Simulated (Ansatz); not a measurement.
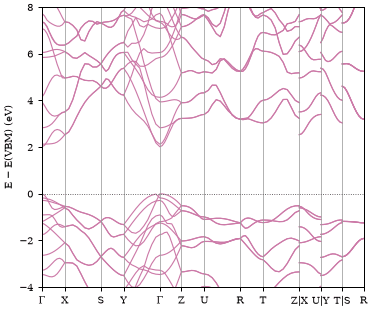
Band structure from plane-wave PAW r²SCAN+D4 (Ansatz code)

**Question.** Read off the gap and where the band edges lie.

**Answer.** About 2.0 eV (2.01 eV by a search for the band edges); maximum at Γ, minimum at Γ.

**Question.** Pick the material that matches.
A) ZnSe, Pnma (Zn on 4c, Se on 4c)
B) PbS, Pnma (Pb on 4c, S on 4c)
C) BAs, Pnma (B on 4c, As on 4c)

**Answer.** A, ZnSe, Pnma (Zn on 4c, Se on 4c)

The start of the workflow was typed in or built on a structure type; neither database checked (COD, Materials Project) lists it. It is not the phase usual at ambient conditions (space group No. 216). The r²SCAN+D4 relaxation kept the symmetry of its start; whether a distortion lowers the energy is not shown. Scalar-relativistic: spin–orbit coupling is off unless named, which matters more the heavier the elements.

Potentials: the earlier of the program's two PAW sets.
